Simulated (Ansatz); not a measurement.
# AsH6NSi (SMILES N[AsH][SiH3]): what the fields show

Input file:

```
crystal:
  periodic: [false, false, false]
  atoms:
    - { symbol: "N", position_ang: [-1.0763, 0.8957, -0.7905] }
    - { symbol: As, position_ang: [0.7529, 0.6599, -0.7804] }
    - { symbol: Si, position_ang: [0.5348, -1.0872, 0.7178] }
    - { symbol: H, position_ang: [-1.4535, 0.2349, -1.4506] }
    - { symbol: H, position_ang: [-1.2834, 1.8633, -1.2673] }
    - { symbol: H, position_ang: [0.9637, 1.7232, 0.3641] }
    - { symbol: H, position_ang: [1.922, -1.4107, 1.2782] }
    - { symbol: H, position_ang: [0.0523, -2.2493, 0.0406] }
    - { symbol: H, position_ang: [-0.324, -0.6761, 1.871] }
basis:
  gaussian: { orbitals: def2-SVP }
hamiltonian:
  xc: b3lyp
  dispersion: d4
relax:
  f_tol: 0.015
  max_steps: 40
output:
  orbitals: {}
```

Command:

```sh
ansatz run input.yaml --threads 1 --pin off --max-ram 2048MiB --backend cpu --events-out ev --progress --plain --runs-dir out
```

The fields are those of the relaxed geometry.

All numbers below come from RKS B3LYP-D4/def2-SVP in Ansatz 0.2.0.

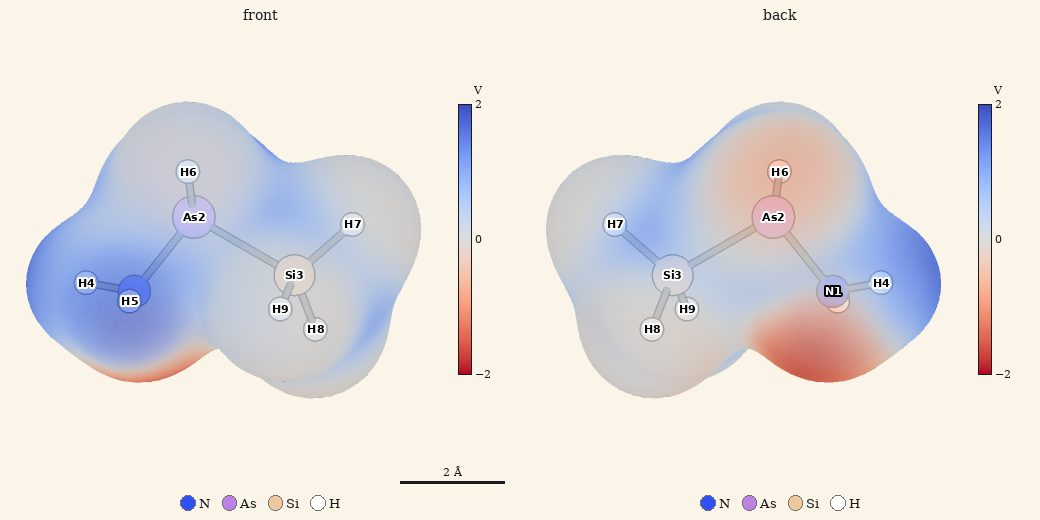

Figure 1. The electrostatic potential painted on the density surface at 0.002 e/bohr³, seen from the front and from behind; red is negative and blue positive.

**Where is the surface potential most negative and most positive?**

The most negative region (about −1.6 V) lies over N1, the most positive (about +1.5 V) over H4 and H5. N1 is the likeliest acceptor of a hydrogen bond.

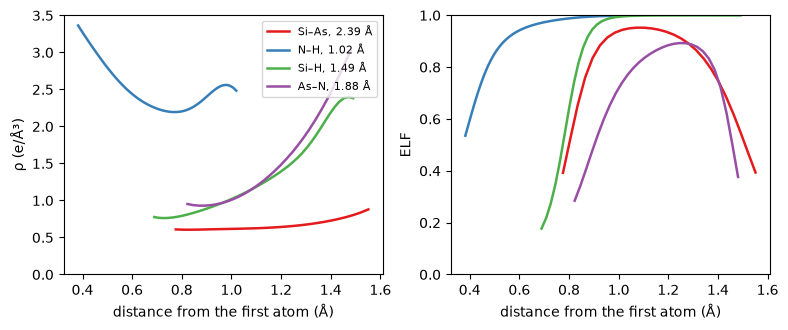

Figure 2. Electron density and electron localisation function along straight lines between neighbouring atoms. The curves leave out the atomic cores.

**Compare the contacts.**

Si–As (2.39 Å): the density is about 0.64 e/Å³ at the midpoint; the ELF peaks at about 0.95 between the atoms; a covalent bond.
N–H (1.02 Å): ρ at the midpoint is about 2.8 e/Å³; the ELF climbs to about 1 towards the hydrogen, as it does in any bond to H: an ordinary covalent bond to hydrogen.
Si–H (1.49 Å): the density is about 0.76 e/Å³ at the midpoint; the ELF climbs to about 1 towards the hydrogen.
As–N (1.88 Å): the density is about 0.95 e/Å³ at the midpoint; the ELF peaks at about 0.90 between the atoms, as expected for a shared but strongly polarised pair.

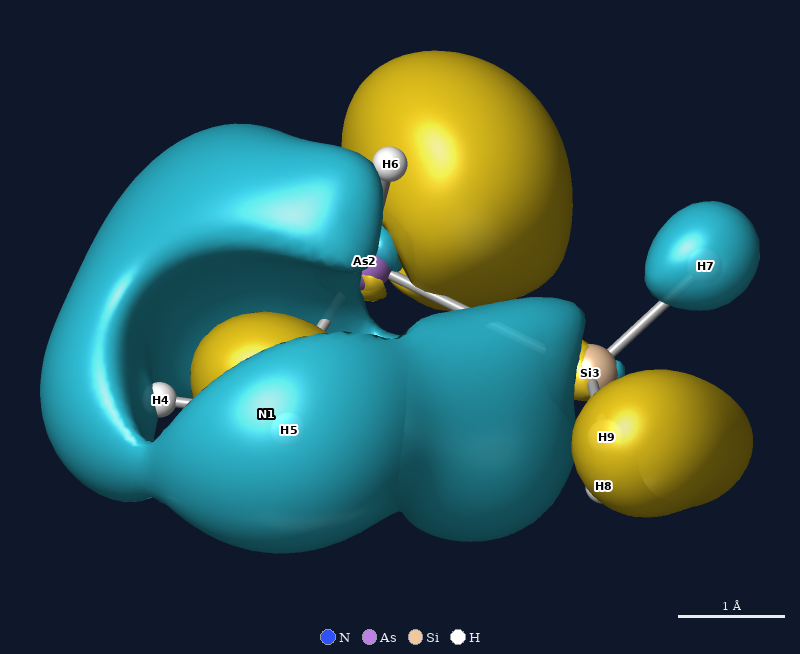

Figure 3. The LUMO at ±0.08 Å⁻³ᐟ² (yellow and cyan are the two phases), seen at a tilt.

**Where does this orbital lie, and at what energy?**

By Hirshfeld shares it lies mainly on As2 (about 45 %), Si3 (about 20 %), N1 (about 15 %), H4 (about 5 %) and H5 (about 5 %). Its energy is −0.24 eV.
